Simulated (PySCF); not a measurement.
## Run report: C2H9BSi2, excited-state calculation

System: C2H9BSi2.
Method: TDDFT CAM-B3LYP/def2-SVPD, vertical, gas phase, core orbitals frozen in the response (PySCF 2.14.0).

The geometry comes from this level: PBE0-D3(BJ)/def2-SVP.

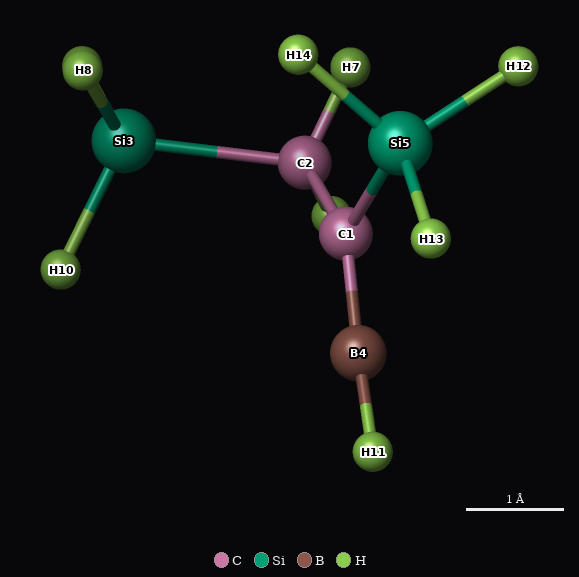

Figure 1. The input geometry (ball-and-stick view, seen at a tilt; atoms are numbered from 1 in the order of the input).

Input
```
{"job": {"kind": "uv", "xc": "CAM-B3LYP", "basis": "def2-SVPD", "nstates": 6, "ntriplets": 2, "ip": true}, "charge": 0, "multiplicity": 1}
C     -0.466919    -0.617338    -0.203488
C      0.357693    -0.526295     1.041872
Si     2.013621     0.319253     0.670606
B     -0.679824    -1.334187    -1.358492
Si    -1.750593     0.705315    -0.594790
H      0.569511    -1.530084     1.445536
H     -0.151461     0.030868     1.846229
H      1.775311     1.679967     0.101290
H      2.829014     0.455169     1.919480
H      2.774012    -0.497968    -0.321812
H     -0.940810    -1.884420    -2.378187
H     -2.820335     0.738662     0.451227
H     -2.381883     0.381049    -1.915669
H     -1.133779     2.065435    -0.689455
```

The first line tells a small driver script what to run in PySCF; the rest is the geometry in Å.

Run on 1 CPU thread, shared host.

Launch command:
```bash
OMP_NUM_THREADS=1 python <driver script> task.json out
```

The program's output
```
coarse grid: 12088 points
cycle   1  E = -684.9332551036  dE =  1.657e-01  |g| = 3.702e-01  |ddm| = 5.538e+00
cycle   2  E = -684.9281362844  dE =  5.119e-03  |g| = 4.107e-01  |ddm| = 1.054e+00
cycle   3  E = -684.9733588129  dE = -4.522e-02  |g| = 6.015e-02  |ddm| = 6.120e-01
cycle   4  E = -684.9744295357  dE = -1.071e-03  |g| = 2.080e-02  |ddm| = 1.533e-01
cycle   5  E = -684.9745768870  dE = -1.474e-04  |g| = 3.674e-03  |ddm| = 5.508e-02
cycle   6  E = -684.9745838221  dE = -6.935e-06  |g| = 1.083e-03  |ddm| = 1.238e-02
final grid: 105824 points
cycle   7  E = -685.0720451743  dE = -1.550e-05  |g| = 1.357e-03  |ddm| = 6.466e-02
cycle   8  E = -685.0720452891  dE = -1.148e-07  |g| = 1.387e-03  |ddm| = 8.128e-03
cycle   9  E = -685.0720458214  dE = -5.323e-07  |g| = 2.945e-04  |ddm| = 1.940e-03
cycle  10  E = -685.0720458513  dE = -2.994e-08  |g| = 9.172e-05  |ddm| = 9.278e-04
cycle  11  E = -685.0720458560  dE = -4.693e-09  |g| = 2.941e-05  |ddm| = 2.545e-04
cycle  12  E = -685.0720458567  dE = -6.512e-10  |g| = 1.207e-05  |ddm| = 9.362e-05
```

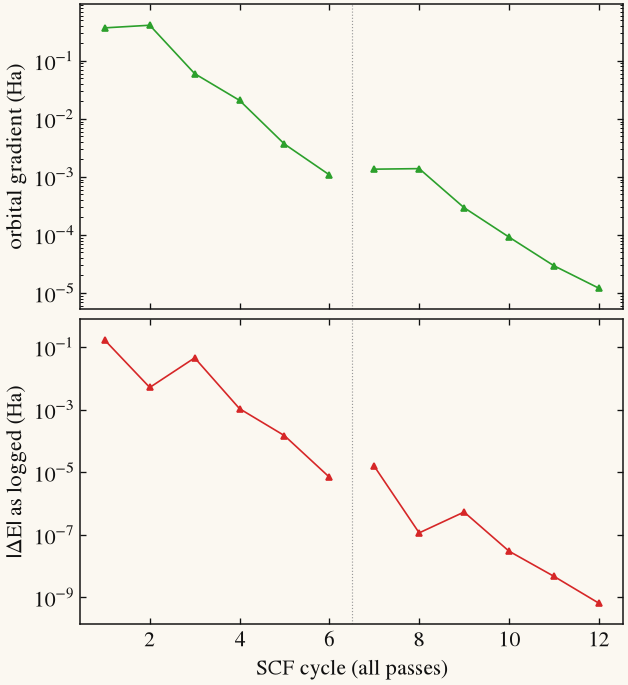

Figure 2. Convergence of the self-consistent field: orbital gradient and size of the energy change against the SCF cycle. The dotted line marks the change from a coarse to the final integration grid. The first 6 cycles use a coarse grid, the final grid takes over at cycle 7, and the field converges after 12 cycles in all.

```
converged SCF energy = -685.0720458567

Static polarisability (au): isotropic 96.070, principal 81.217 96.601 110.392

Singlet excitations
state   eV       nm        f      main configurations
  1   3.6451    340.1   0.00216   H->L 0.94
  2   5.7679    215.0   0.08177   H->L+2 0.53, H-1->L 0.32
  3   5.9914    206.9   0.00268   H->L+1 0.68, H->L+4 0.10
  4   6.5562    189.1   0.01434   H->L+5 0.39, H->L+4 0.22, H->L+1 0.16
  5   6.5890    188.2   0.00911   H->L+3 0.68, H->L+6 0.15
  6   6.7771    182.9   0.19835   H-1->L 0.47, H->L+2 0.32

Triplet excitations (Tamm-Dancoff, eV): 3.2852 4.2762
Vertical ionisation energy (delta-SCF) = 8.4483 eV
Vertical electron affinity (delta-SCF) = -0.4331 eV
```

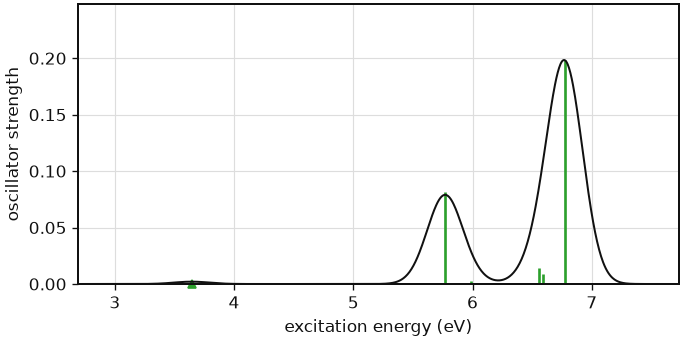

Figure 3. Computed excitations as sticks (degenerate states added up, dark ones marked on the axis), with a Gaussian envelope of 0.35 eV full width at half maximum, scaled to the tallest. Of the 6 states the lowest lies at 3.65 eV (f = 0.002); the strongest line is at 6.78 eV, or 183 nm (f = 0.198).

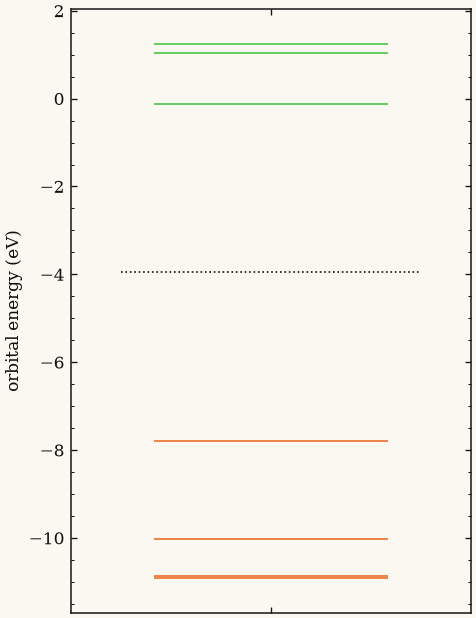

Figure 4. Orbital energies near the frontier; the dotted line parts filled from empty levels, and levels within 0.02 eV of each other stand side by side. Highest filled −7.79 eV, lowest empty −0.11 eV, 7.68 eV apart.

Summary

```tsv
quantity	value
outcome	converged
total energy	−685.072046 hartree
HOMO	−7.79 eV
LUMO	−0.11 eV
dipole moment	0.63 D
mean polarisability	96.07 a.u.
vertical ionisation energy	8.45 eV
vertical electron affinity	−0.43 eV
lowest singlet excitation	3.65 eV
wall time	1.7 min
peak memory	0.84 GiB
```
